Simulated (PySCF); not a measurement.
# K2 (SMILES [K][K]) at 5 levels

Wanted: a comparison of 5 runs (HF/STO-3G, B3LYP/6-31G*, CAM-B3LYP/def2-TZVP, PBE/pcseg-2, MP2/def2-SVPD) of K2. 

The results are computed with PySCF 2.14.0.

## 1. The molecule

The species is K2 (2 atoms), meant as a singlet with charge 0. SMILES: `[K][K]`. Geometry: a GFN2-xTB relaxation, a rough one for these elements and not checked as a minimum.

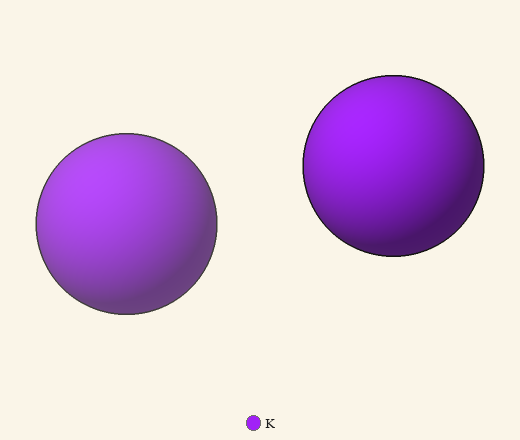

The structure, seen from a chosen angle (potassium purple).

## 2. Energy and forces at HF/STO-3G (run 1)

File start.xyz:

```xyz
2

K      0.000000     0.000000     0.000000
K      0.000000     0.000000     3.390500
```

File input.py:

```python
from pyscf import gto

molecule = gto.M(
    atom='start.xyz',
    max_memory=1860,
    charge=0,
    basis='sto-3g',
    verbose=4,
)

hf = molecule.RHF()
hf.conv_tol = 1e-10
hf.kernel()
if not hf.converged:
    hf = hf.newton().run(hf.mo_coeff, hf.mo_occ)

energy = hf.e_tot
print('E(%s) = %.9f' % ('HF', energy))
grad = hf.nuc_grad_method().kernel()
hf.analyze()
```

Run with:

```sh
$ OMP_NUM_THREADS=1 python input.py
```

What it wrote:

```text
PySCF version 2.14.0

[INPUT] num. atoms = 2
[INPUT] num. electrons = 38
[INPUT] charge = 0
[INPUT] spin (= nelec alpha-beta = 2S) = 0
[INPUT] symmetry False subgroup None
[INPUT] Mole.unit = angstrom
[INPUT] Symbol           X                Y                Z      unit          X                Y                Z       unit  Magmom
[INPUT]  1 K      0.000000000000   0.000000000000   0.000000000000 AA    0.000000000000   0.000000000000   0.000000000000 Bohr   0.0
[INPUT]  2 K      0.000000000000   0.000000000000   3.390500000000 AA    0.000000000000   0.000000000000   6.407116425338 Bohr   0.0

nuclear repulsion = 56.3435992160802
number of shells = 14
number of NR pGTOs = 78
number of NR cGTOs = 26
basis = sto-3g
ecp = {}

[... 33 lines left out ...]
converged SCF energy = -1186.16322185369
[... 12 lines left out ...]
One-electron Energy =                -1749.495707712172816
[... 2 lines left out ...]
DFT Exchange-Correlation Energy =      -65.563272157828351
[... 4 lines left out ...]
MO #3   energy= -14.1250360895728  occ= 2
[... 2 lines left out ...]
MO #6   energy= -11.2267430482114  occ= 2
[... 2 lines left out ...]
MO #9   energy= -11.2265695918356  occ= 2
[... 2 lines left out ...]
MO #12  energy= -1.62780473575397  occ= 2
[... 2 lines left out ...]
MO #15  energy= -0.843030225055286 occ= 2
[... 2 lines left out ...]
MO #18  energy= -0.833119247654966 occ= 2
MO #19  energy= -0.0373517600969283 occ= 2
MO #20  energy= 0.181632033378188  occ= 0
MO #21  energy= 0.33189120411692   occ= 0
MO #22  energy= 0.331891204116924  occ= 0
MO #23  energy= 0.344318458397691  occ= 0
MO #24  energy= 0.415097450744671  occ= 0
MO #25  energy= 0.415097450744693  occ= 0
MO #26  energy= 0.579327243329836  occ= 0
 ** Mulliken pop on meta-lowdin orthogonal AOs  **
 ** Mulliken pop  **
pop of  0 K 1s            2.00000
pop of  0 K 2s            1.99996
pop of  0 K 3s            1.99969
pop of  0 K 4s            0.99391
pop of  0 K 2px           1.99998
pop of  0 K 2py           1.99998
pop of  0 K 2pz           1.99995
pop of  0 K 3px           1.99744
pop of  0 K 3py           1.99744
pop of  0 K 3pz           1.99652
pop of  0 K 4px           0.00259
pop of  0 K 4py           0.00259
pop of  0 K 4pz           0.00997
pop of  1 K 1s            2.00000
pop of  1 K 2s            1.99996
pop of  1 K 3s            1.99969
pop of  1 K 4s            0.99391
pop of  1 K 2px           1.99998
pop of  1 K 2py           1.99998
pop of  1 K 2pz           1.99995
pop of  1 K 3px           1.99744
pop of  1 K 3py           1.99744
pop of  1 K 3pz           1.99652
pop of  1 K 4px           0.00259
pop of  1 K 4py           0.00259
pop of  1 K 4pz           0.00997
 ** Mulliken atomic charges  **
charge of    0K =      0.00000
charge of    1K =     -0.00000
Dipole moment(X, Y, Z, Debye): -0.00000, -0.00000, -0.00000
```

It took 4.2 s on 1 thread of Intel Xeon at 2.50GHz (Skylake/Cascade Lake), shared host; peak memory 0.12 GiB.

## 3. Energy and forces at B3LYP/6-31G(d) (spherical functions) (run 2)

File job.py:

```python
import pyscf.grad
from pyscf import gto, dft

system = gto.Mole()
system.atom = [
    ('K', (0.000000, 0.000000, 0.000000)),
    ('K', (0.000000, 0.000000, 3.390500)),
]
system.verbose = 4
system.basis = '6-31g*'
system.max_memory = 1860
system.build()

mf = dft.RKS(system)
mf.xc = 'b3lyp'
mf.conv_tol = 1e-10
mf.grids.level = 5
mf.kernel()
if not mf.converged:
    mf = mf.newton().run(mf.mo_coeff, mf.mo_occ)

e_final = mf.e_tot
print('E(%s) = %.9f' % ('B3LYP', e_final))
grad = mf.Gradients().kernel()
mf.analyze()
```

Run with:

```sh
$ OMP_NUM_THREADS=1 python job.py
```

What it wrote:

```text
PySCF version 2.14.0

[INPUT] num. atoms = 2
[INPUT] num. electrons = 38
[INPUT] charge = 0
[INPUT] spin (= nelec alpha-beta = 2S) = 0
[INPUT] symmetry False subgroup None
[INPUT] Mole.unit = angstrom
[INPUT] Symbol           X                Y                Z      unit          X                Y                Z       unit  Magmom
[INPUT]  1 K      0.000000000000   0.000000000000   0.000000000000 AA    0.000000000000   0.000000000000   0.000000000000 Bohr   0.0
[INPUT]  2 K      0.000000000000   0.000000000000   3.390500000000 AA    0.000000000000   0.000000000000   6.407116425338 Bohr   0.0

nuclear repulsion = 56.3435992160802
number of shells = 20
number of NR pGTOs = 150
number of NR cGTOs = 44
basis = 6-31g*
ecp = {}

[... 45 lines left out ...]
converged SCF energy = -1199.79109670241
[... 15 lines left out ...]
Two-electron Coulomb Energy =          571.496970918762258
[... 6 lines left out ...]
MO #4   energy= -13.2133937761977  occ= 2
[... 4 lines left out ...]
MO #9   energy= -10.5545271675118  occ= 2
[... 4 lines left out ...]
MO #14  energy= -0.749596797022372 occ= 2
[... 4 lines left out ...]
MO #19  energy= -0.111159485818065 occ= 2
[... 4 lines left out ...]
MO #24  energy= 0.00302455609474421 occ= 0
[... 4 lines left out ...]
MO #29  energy= 0.0453386585957991 occ= 0
[... 4 lines left out ...]
MO #34  energy= 0.14057964643769   occ= 0
[... 4 lines left out ...]
MO #39  energy= 0.24091018576116   occ= 0
[... 4 lines left out ...]
MO #44  energy= 0.41171795042122   occ= 0
[... 10 lines left out ...]
pop of  0 K 3px           1.99987
pop of  0 K 3py           1.99987
pop of  0 K 3pz           1.99976
pop of  0 K 4px           0.00007
pop of  0 K 4py           0.00007
pop of  0 K 4pz           0.00316
pop of  0 K 5px           0.00005
pop of  0 K 5py           0.00005
pop of  0 K 5pz           0.00205
pop of  0 K 3dxy          0.00000
pop of  0 K 3dyz          0.00001
pop of  0 K 3dz^2         0.00048
pop of  0 K 3dxz          0.00001
pop of  0 K 3dx2-y2       0.00000
pop of  1 K 1s            2.00000
pop of  1 K 2s            1.99998
pop of  1 K 3s            1.99980
pop of  1 K 4s            0.98874
pop of  1 K 5s            0.00603
pop of  1 K 2px           2.00000
pop of  1 K 2py           2.00000
pop of  1 K 2pz           2.00000
pop of  1 K 3px           1.99987
pop of  1 K 3py           1.99987
pop of  1 K 3pz           1.99976
pop of  1 K 4px           0.00007
pop of  1 K 4py           0.00007
pop of  1 K 4pz           0.00316
pop of  1 K 5px           0.00005
pop of  1 K 5py           0.00005
pop of  1 K 5pz           0.00205
pop of  1 K 3dxy          0.00000
pop of  1 K 3dyz          0.00001
pop of  1 K 3dz^2         0.00048
pop of  1 K 3dxz          0.00001
pop of  1 K 3dx2-y2       0.00000
 ** Mulliken atomic charges  **
charge of    0K =     -0.00000
charge of    1K =      0.00000
Dipole moment(X, Y, Z, Debye): -0.00000, -0.00000,  0.00000
```

Run time: 22 s. Hardware: 1 thread of Intel Xeon at 2.50GHz (Skylake/Cascade Lake), shared host; peak memory 0.46 GiB.

## 4. Energy and gradient at CAM-B3LYP/def2-TZVP (run 3)

File input.py:

```python
# K2
import pyscf.grad
from pyscf import gto, dft

molecule = gto.Mole()
molecule.atom = '''
K    0.000000   0.000000   0.000000
K    0.000000   0.000000   3.390500
'''
molecule.basis = 'def2-tzvp'
molecule.verbose = 4
molecule.max_memory = 1860
molecule.build()

mf = dft.RKS(molecule, xc='cam-b3lyp')
mf.conv_tol = 1e-10
mf.grids.level = 5
mf.kernel()
if not mf.converged:
    mf = mf.newton().run(mf.mo_coeff, mf.mo_occ)

energy = mf.e_tot
print('Final energy', energy)
grad = mf.Gradients().kernel()
mf.analyze()
```

Run with:

```sh
$ OMP_NUM_THREADS=1 python input.py
```

What it wrote:

```text
PySCF version 2.14.0

[INPUT] num. atoms = 2
[INPUT] num. electrons = 38
[INPUT] charge = 0
[INPUT] spin (= nelec alpha-beta = 2S) = 0
[INPUT] symmetry False subgroup None
[INPUT] Mole.unit = angstrom
[INPUT] Symbol           X                Y                Z      unit          X                Y                Z       unit  Magmom
[INPUT]  1 K      0.000000000000   0.000000000000   0.000000000000 AA    0.000000000000   0.000000000000   0.000000000000 Bohr   0.0
[INPUT]  2 K      0.000000000000   0.000000000000   3.390500000000 AA    0.000000000000   0.000000000000   6.407116425338 Bohr   0.0

nuclear repulsion = 56.3435992160802
number of shells = 26
number of NR pGTOs = 130
number of NR cGTOs = 66
basis = def2-tzvp
ecp = {}

[... 62 lines left out ...]
Nuclear Repulsion Energy =              56.343599216080236
[... 8 lines left out ...]
MO #3   energy= -13.2764534347194  occ= 2
[... 6 lines left out ...]
MO #10  energy= -10.6193798902992  occ= 2
[... 6 lines left out ...]
MO #17  energy= -0.808479117397615 occ= 2
[... 6 lines left out ...]
MO #24  energy= 0.0506346305636642 occ= 0
[... 6 lines left out ...]
MO #31  energy= 0.0936389768924434 occ= 0
[... 6 lines left out ...]
MO #38  energy= 0.275939845914069  occ= 0
[... 6 lines left out ...]
MO #45  energy= 0.317222510661583  occ= 0
[... 6 lines left out ...]
MO #52  energy= 0.687811659735292  occ= 0
[... 6 lines left out ...]
MO #59  energy= 1.17955449585767   occ= 0
[... 6 lines left out ...]
MO #66  energy= 1.32991812155156   occ= 0
[... 32 lines left out ...]
pop of  0 K 5dz^2         0.00105
pop of  0 K 5dxz          0.00001
pop of  0 K 5dx2-y2       0.00000
pop of  1 K 1s            2.00000
pop of  1 K 2s            1.99987
pop of  1 K 3s            1.99966
pop of  1 K 4s            0.98441
pop of  1 K 5s            0.00457
pop of  1 K 6s            0.00194
pop of  1 K 2px           1.99997
pop of  1 K 2py           1.99997
pop of  1 K 2pz           1.99996
pop of  1 K 3px           1.99980
pop of  1 K 3py           1.99980
pop of  1 K 3pz           1.99961
pop of  1 K 4px           0.00017
pop of  1 K 4py           0.00017
pop of  1 K 4pz           0.00752
pop of  1 K 5px           0.00003
pop of  1 K 5py           0.00003
pop of  1 K 5pz           0.00054
pop of  1 K 3dxy          0.00000
pop of  1 K 3dyz          0.00002
pop of  1 K 3dz^2         0.00078
pop of  1 K 3dxz          0.00002
pop of  1 K 3dx2-y2       0.00000
pop of  1 K 4dxy          0.00000
pop of  1 K 4dyz          0.00001
pop of  1 K 4dz^2         0.00010
pop of  1 K 4dxz          0.00001
pop of  1 K 4dx2-y2       0.00000
pop of  1 K 5dxy          0.00000
pop of  1 K 5dyz          0.00001
pop of  1 K 5dz^2         0.00105
pop of  1 K 5dxz          0.00001
pop of  1 K 5dx2-y2       0.00000
 ** Mulliken atomic charges  **
charge of    0K =      0.00000
charge of    1K =     -0.00000
Dipole moment(X, Y, Z, Debye):  0.00000, -0.00000, -0.00000
```

Wall time 31 s (1 thread of Intel Xeon at 2.50GHz (Skylake/Cascade Lake), shared host); peak memory 0.64 GiB.

Run 4 isn't shown in full; the table further down has it.

## 5. Energy and gradient at MP2/def2-SVPD (run 5)

File input.py:

```python
from pyscf import gto, mp

system = gto.Mole()
system.atom = [
    ('K', (0.000000, 0.000000, 0.000000)),
    ('K', (0.000000, 0.000000, 3.390500)),
]
system.max_memory = 1860
system.charge = 0
system.verbose = 4
system.basis = 'def2-svpd'
system.spin = 0
system.build()

hf = system.RHF()
hf.conv_tol = 1e-10
hf.kernel()
if not hf.converged:
    hf = hf.newton().run(hf.mo_coeff, hf.mo_occ)

pt = mp.MP2(hf, frozen=10).run()
etot = pt.e_tot
print('E = %.10f Eh' % etot)
grad = pt.nuc_grad_method().kernel()
hf.analyze()
```

Run with:

```sh
$ OMP_NUM_THREADS=1 python input.py
```

What it wrote:

```text
PySCF version 2.14.0

[INPUT] num. atoms = 2
[INPUT] num. electrons = 38
[INPUT] charge = 0
[INPUT] spin (= nelec alpha-beta = 2S) = 0
[INPUT] symmetry False subgroup None
[INPUT] Mole.unit = angstrom
[INPUT] Symbol           X                Y                Z      unit          X                Y                Z       unit  Magmom
[INPUT]  1 K      0.000000000000   0.000000000000   0.000000000000 AA    0.000000000000   0.000000000000   0.000000000000 Bohr   0.0
[INPUT]  2 K      0.000000000000   0.000000000000   3.390500000000 AA    0.000000000000   0.000000000000   6.407116425338 Bohr   0.0

nuclear repulsion = 56.3435992160802
number of shells = 22
number of NR pGTOs = 108
number of NR cGTOs = 54
basis = def2-svpd
ecp = {}

[... 35 lines left out ...]
converged SCF energy = -1198.14163999421
[... 20 lines left out ...]
DFT Exchange-Correlation Energy =      -65.341116957753684
[... 7 lines left out ...]
MO #6   energy= -11.5146285234185  occ= 2
[... 5 lines left out ...]
MO #12  energy= -1.74430456088557  occ= 2
[... 5 lines left out ...]
MO #18  energy= -0.946287788378022 occ= 2
[... 5 lines left out ...]
MO #24  energy= 0.042090856727598  occ= 0
[... 5 lines left out ...]
MO #30  energy= 0.108968525457201  occ= 0
[... 5 lines left out ...]
MO #36  energy= 0.207452734161302  occ= 0
[... 5 lines left out ...]
MO #42  energy= 0.338860107213038  occ= 0
[... 5 lines left out ...]
MO #48  energy= 0.744573529081072  occ= 0
[... 5 lines left out ...]
MO #54  energy= 0.790577492509525  occ= 0
[... 20 lines left out ...]
pop of  0 K 3dyz          0.00001
pop of  0 K 3dz^2         0.00011
pop of  0 K 3dxz          0.00001
pop of  0 K 3dx2-y2       0.00000
pop of  0 K 4dxy          0.00000
pop of  0 K 4dyz          0.00001
pop of  0 K 4dz^2         0.00037
pop of  0 K 4dxz          0.00001
pop of  0 K 4dx2-y2       0.00000
pop of  1 K 1s            2.00000
pop of  1 K 2s            1.99998
pop of  1 K 3s            1.99983
pop of  1 K 4s            0.99078
pop of  1 K 5s            0.00026
pop of  1 K 2px           2.00000
pop of  1 K 2py           2.00000
pop of  1 K 2pz           2.00000
pop of  1 K 3px           1.99996
pop of  1 K 3py           1.99996
pop of  1 K 3pz           1.99991
pop of  1 K 4px           0.00002
pop of  1 K 4py           0.00002
pop of  1 K 4pz           0.00678
pop of  1 K 5px           0.00001
pop of  1 K 5py           0.00001
pop of  1 K 5pz           0.00199
pop of  1 K 3dxy          0.00000
pop of  1 K 3dyz          0.00001
pop of  1 K 3dz^2         0.00011
pop of  1 K 3dxz          0.00001
pop of  1 K 3dx2-y2       0.00000
pop of  1 K 4dxy          0.00000
pop of  1 K 4dyz          0.00001
pop of  1 K 4dz^2         0.00037
pop of  1 K 4dxz          0.00001
pop of  1 K 4dx2-y2       0.00000
 ** Mulliken atomic charges  **
charge of    0K =      0.00000
charge of    1K =     -0.00000
Dipole moment(X, Y, Z, Debye):  0.00000, -0.00000, -0.00000
```

Wall time 7.8 s (1 thread of Intel Xeon at 2.50GHz (Skylake/Cascade Lake), shared host); peak memory 0.24 GiB.

## 6. All runs side by side

```tsv
run	level	integration grid	frozen core orbitals	energy (Eh)	dipole moment (D) of the reference	HOMO energy (eV)	LUMO energy (eV)	wall time
1	HF/STO-3G	–	–	-1186.163222	0.00	-1.02	4.94	4.2 s
2	B3LYP/6-31G* (spherical functions)	5	–	-1199.791097	0.00	-3.02	-1.33	22 s
3	CAM-B3LYP/def2-TZVP	5	–	-1199.874002	0.00	-3.70	-0.64	31 s
4	PBE/pcseg-2	5	–	-1199.429497	0.00	-2.65	-1.52	35 s
5	MP2/def2-SVPD	–	10	-1198.255974	0.00	-3.71	0.05	7.8 s
```

## 7. Summary of results

| quantity | value |
| --- | --- |
| run 5: total energy | -1198.25597 Eh |
| run 5: dipole moment (Hartree–Fock density) | 0.00 D |
| run 5: HOMO energy (Hartree–Fock orbitals) | -3.71 eV |
| run 5: LUMO energy (Hartree–Fock orbitals) | 0.05 eV |
| run 5: HOMO–LUMO gap (Hartree–Fock orbitals) | 3.77 eV |
| run 5: correlation energy (10 core orbitals frozen) | -114.3 mEh |
| run 5: largest force on an atom | 0.542 eV/Å |

What this shows: Over runs 1, 2, 3, 4 the HOMO–LUMO gap runs from 1.13 eV (PBE/pcseg-2) to 5.96 eV (HF/STO-3G). The two ends differ in method and basis. Totals of different functionals can't be ranked against each other. In run 1 the basis is minimal, so the values are rough. All runs together took 1.7 min, the longest 35 s.
